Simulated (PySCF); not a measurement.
# [Hf(BH4)2]2+: other functionals and bases at one geometry

Aim: see how levels, charges and forces of [Hf(BH4)2]2+ depend on the level of theory. The structure is generated, not taken from experiment.

Computed with PySCF 2.14.0. Level: several levels, as the steps say, no spin–orbit coupling.

1 further run of the same task is left out (for a known fault of the program).

**1. Starting geometry**

11 atoms, charge 2, spin multiplicity 1.

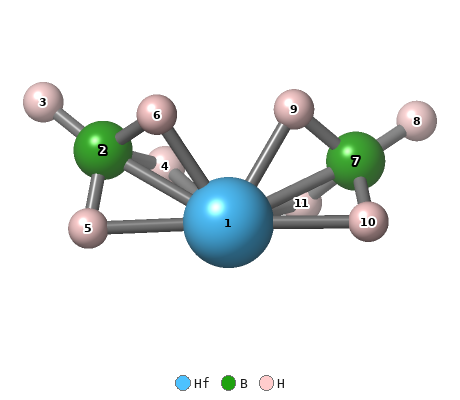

The geometry (hafnium blue, boron green, hydrogen pink); atoms are numbered from 1 in the order of the file.

As a file:

```xyz
11
B2H8Hf
Hf    0.0000    0.0000   -0.3599
B     1.8757   -0.0178    0.8305
H     2.7753    0.0122    1.6167
H     0.8983   -0.8411    1.1498
H     2.0614   -0.2688   -0.4050
H     1.1518    1.0802    0.7780
B    -1.8757    0.0178    0.8305
H    -2.7753   -0.0122    1.6167
H    -0.8983    0.8411    1.1498
H    -2.0614    0.2688   -0.4050
H    -1.1518   -1.0802    0.7780
```

Formal oxidation states: Hf +4. An earlier session relaxed this geometry at PBE0, Hf def2-SVP with ECP60, B def2-SVP, H def2-SVP (singlet, point group C2).

At PBE0 on the finer grid: E = -101.594370 Eh, HOMO -20.31 eV, LUMO -14.96 eV, Mulliken charge on Hf1 +1.46 e, largest force component 0.014 eV/Å. 

Levels to run: BP86; r2SCAN; PBE0, TZVP. Hardware: 2 threads of Arm Neoverse V1, shared host.

**2. BP86**

File run.py (the lines that set the calculation):

```python
mol = gto.M(atom='''
Hf     0.00000     0.00000    -0.35992
B      1.87567    -0.01782     0.83050
H      2.77532     0.01224     1.61671
H      0.89828    -0.84112     1.14977
H      2.06140    -0.26878    -0.40496
H      1.15179     1.08021     0.77796
B     -1.87567     0.01782     0.83050
H     -2.77532    -0.01224     1.61671
H     -0.89828     0.84112     1.14977
H     -2.06140     0.26878    -0.40496
H     -1.15179    -1.08021     0.77796''',
    basis={'Hf': 'def2-SVP', 'B': 'def2-SVP', 'H': 'def2-SVP'},
    ecp={'Hf': 'def2-SVP'},
    charge=2, spin=0)
mf = dft.RKS(mol, xc='B88,P86')
mf.grids.atom_grid = (75, 302)
mf = mf.density_fit()  # fitting sets: Hf def2-universal-JKFIT, B def2-universal-JKFIT, H def2-universal-JKFIT
mf.conv_tol = 1e-08; mf.max_cycle = 55
mf.kernel(dm0)  # dm0: the density of the relaxed state
```

Launch:

```console
> OMP_NUM_THREADS=2 python run.py
```

The program printed:

```text
init E= -101.764192695333
  HOMO = -0.696459601743318  LUMO = -0.595416229887523  gap/eV = 2.74953
cycle= 1 E= -101.763524355868  delta_E= 0.000668  |g|= 0.0919  |ddm|= 0.32
  HOMO = -0.704882720383223  LUMO = -0.564744930147107  gap/eV = 3.81334
cycle= 2 E= -101.748246319885  delta_E= 0.0153  |g|= 0.219  |ddm|= 0.359
  HOMO = -0.696610314197991  LUMO = -0.585979723094246  gap/eV = 3.01041
cycle= 3 E= -101.766492688827  delta_E= -0.0182  |g|= 0.00885  |ddm|= 0.261
  HOMO = -0.697684350667126  LUMO = -0.586353365024097  gap/eV = 3.02947
cycle= 4 E= -101.766519361834  delta_E= -2.67e-05  |g|= 0.00188  |ddm|= 0.0115
  HOMO = -0.697603689317532  LUMO = -0.586118607455162  gap/eV = 3.03366
cycle= 5 E= -101.766520667944  delta_E= -1.31e-06  |g|= 0.000345  |ddm|= 0.00216
  HOMO = -0.6976046687943  LUMO = -0.586120139856083  gap/eV = 3.03365
cycle= 6 E= -101.766520704647  delta_E= -3.67e-08  |g|= 5.66e-05  |ddm|= 0.00039
  HOMO = -0.69761053944427  LUMO = -0.586115274775278  gap/eV = 3.03394
cycle= 7 E= -101.766520707216  delta_E= -2.57e-09  |g|= 8.51e-06  |ddm|= 7.63e-05
  HOMO = -0.697610961926165  LUMO = -0.586114263611219  gap/eV = 3.03398
Extra cycle  E= -101.766520707141  delta_E= 7.55e-11  |g|= 1.69e-05  |ddm|= 2.72e-05
converged SCF energy = -101.766520707141
```

Wall time 11 s (2 threads of Arm Neoverse V1, shared host).

Read off: E = -101.766521 Eh, HOMO -18.98 eV, LUMO -15.95 eV, Mulliken charge on Hf1 +1.37 e, largest force component 0.555 eV/Å. 

**3. r2SCAN**

Changes to run.py (the lines that set the calculation) since step 2:

```diff
@@ -15,3 +15,3 @@
     charge=2, spin=0)
-mf = dft.RKS(mol, xc='B88,P86')
+mf = dft.RKS(mol, xc='R2SCAN')
 mf.grids.atom_grid = (75, 302)
```

Launch:

```console
> OMP_NUM_THREADS=2 python run.py
```

The program printed:

```text
init E= -101.668491257951
  HOMO = -0.70581486610648  LUMO = -0.576863050342454  gap/eV = 3.50896
cycle= 1 E= -101.669239219716  delta_E= -0.000748  |g|= 0.0288  |ddm|= 0.133
  HOMO = -0.708939858525649  LUMO = -0.567813343383496  gap/eV = 3.84025
cycle= 2 E= -101.668075200877  delta_E= 0.00116  |g|= 0.0627  |ddm|=  0.1
  HOMO = -0.706080746308219  LUMO = -0.574000534934285  gap/eV = 3.59409
cycle= 3 E= -101.66951892346  delta_E= -0.00144  |g|= 0.00271  |ddm|= 0.0725
  HOMO = -0.706011242983732  LUMO = -0.573655605566846  gap/eV = 3.60158
cycle= 4 E= -101.66952173403  delta_E= -2.81e-06  |g|= 0.000472  |ddm|= 0.00332
  HOMO = -0.706067059759311  LUMO = -0.573640720305864  gap/eV = 3.60350
cycle= 5 E= -101.669521819115  delta_E= -8.51e-08  |g|= 2.61e-05  |ddm|= 0.000603
  HOMO = -0.706064253376075  LUMO = -0.573643520862942  gap/eV = 3.60335
cycle= 6 E= -101.669521819325  delta_E= -2.1e-10  |g|= 1.42e-05  |ddm|= 5.23e-05
  HOMO = -0.706063596396405  LUMO = -0.573640785965239  gap/eV = 3.60341
Extra cycle  E= -101.669521819328  delta_E= -3.15e-12  |g|= 1.44e-05  |ddm|= 3.19e-05
converged SCF energy = -101.669521819328
```

Run time: 8.7 s. Hardware: 2 threads of Arm Neoverse V1, shared host.

It gives: E = -101.669522 Eh, HOMO -19.21 eV, LUMO -15.61 eV, Mulliken charge on Hf1 +1.49 e, largest force component 0.254 eV/Å. 

**4. PBE0, TZVP**

Basis: Hf def2-TZVP with ECP60, B def2-TZVP, H def2-TZVP. 

Changes to run.py (the lines that set the calculation) since step 3:

```diff
@@ -12,6 +12,6 @@
 H     -1.15179    -1.08021     0.77796''',
-    basis={'Hf': 'def2-SVP', 'B': 'def2-SVP', 'H': 'def2-SVP'},
-    ecp={'Hf': 'def2-SVP'},
+    basis={'Hf': 'def2-TZVP', 'B': 'def2-TZVP', 'H': 'def2-TZVP'},
+    ecp={'Hf': 'def2-TZVP'},
     charge=2, spin=0)
-mf = dft.RKS(mol, xc='R2SCAN')
+mf = dft.RKS(mol, xc='PBE0')
 mf.grids.atom_grid = (75, 302)
@@ -19,2 +19,2 @@
 mf.conv_tol = 1e-08; mf.max_cycle = 55
-mf.kernel(dm0)  # dm0: the density of the relaxed state
+mf.kernel(dm0)  # dm0: free metal ions and neutral atoms
```

Launch:

```console
> OMP_NUM_THREADS=2 python run.py
```

The program printed:

```text
init E= -100.824617827111
  HOMO = -0.796482597898901  LUMO = -0.660520607032097  gap/eV = 3.69971
cycle= 1 E= -101.609013386699  delta_E= -0.784  |g|= 0.445  |ddm|= 2.15
  HOMO = -0.723027943403313  LUMO = -0.505028097245745  gap/eV = 5.93208
cycle= 2 E= -101.637992065868  delta_E= -0.029  |g|= 0.344  |ddm|= 0.805
  HOMO = -0.748838140917323  LUMO = -0.545275726267557  gap/eV = 5.53922
cycle= 3 E= -101.669685784987  delta_E= -0.0317  |g|= 0.0327  |ddm|= 0.276
  HOMO = -0.746580786476888  LUMO = -0.549277951543071  gap/eV = 5.36888
cycle= 4 E= -101.669856887395  delta_E= -0.000171  |g|= 0.0187  |ddm|= 0.0402
  HOMO = -0.747744046445544  LUMO = -0.545791047920278  gap/eV = 5.49542
cycle= 5 E= -101.669958084154  delta_E= -0.000101  |g|= 0.00814  |ddm|= 0.0232
  HOMO = -0.747494026691053  LUMO = -0.546731473269652  gap/eV = 5.46303
cycle= 6 E= -101.669979531102  delta_E= -2.14e-05  |g|= 0.00101  |ddm|= 0.00826
  HOMO = -0.747615596121804  LUMO = -0.546717586504398  gap/eV = 5.46671
cycle= 7 E= -101.669979848469  delta_E= -3.17e-07  |g|= 9.81e-05  |ddm|= 0.000984
  HOMO = -0.747586568574363  LUMO = -0.54672524322367  gap/eV = 5.46572
cycle= 8 E= -101.669979853724  delta_E= -5.26e-09  |g|= 1.54e-05  |ddm|= 0.000196
  HOMO = -0.747592001514524  LUMO = -0.546722507945711  gap/eV = 5.46594
Extra cycle  E= -101.669979853828  delta_E= -1.04e-10  |g|= 1.31e-05  |ddm|= 4.05e-05
converged SCF energy = -101.669979853828
```

Wall time 10 s (2 threads of Arm Neoverse V1, shared host).

Result: E = -101.669980 Eh, HOMO -20.34 eV, LUMO -14.88 eV, Mulliken charge on Hf1 +0.86 e, largest force component 0.256 eV/Å. 

**5. All levels side by side**

| level | state | HOMO (eV) | gap (eV) | charge on Hf1 (e) | dipole (D) | largest force (eV/Å) | basis functions | time |
| --- | --- | --- | --- | --- | --- | --- | --- | --- |
| PBE0 (relaxed here) | singlet | -20.31 | 5.34 | 1.46 | 0.56 | 0.01 | 100 | 16 s |
| BP86 | singlet | -18.98 | 3.03 | 1.37 | 0.21 | 0.56 | 100 | 11 s |
| r2SCAN | singlet | -19.21 | 3.60 | 1.49 | 0.50 | 0.25 | 100 | 8.7 s |
| PBE0, TZVP | singlet | -20.34 | 5.47 | 0.86 | 0.48 | 0.26 | 150 | 10 s |

Times are on 2 threads of Arm Neoverse V1, shared host; the first row also made further properties. The dipole of a charged species depends on the origin, so these sizes hold for this origin alone.

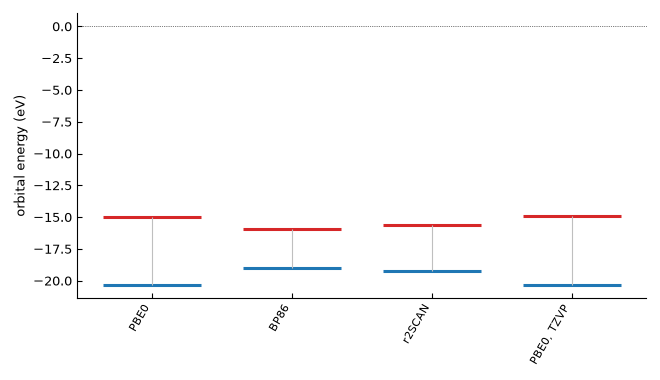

Highest filled and lowest empty level, method by method.

In one basis the HOMO–LUMO gap runs from 3.03 eV (BP86) to 5.34 eV (PBE0). The largest leftover force, 0.56 eV/Å with BP86, stands at a geometry relaxed at another level. The Mulliken charge on Hf spans +0.86 to +1.49 e over the levels. Total energies of different levels can't be compared. Spin–orbit coupling is left out throughout.
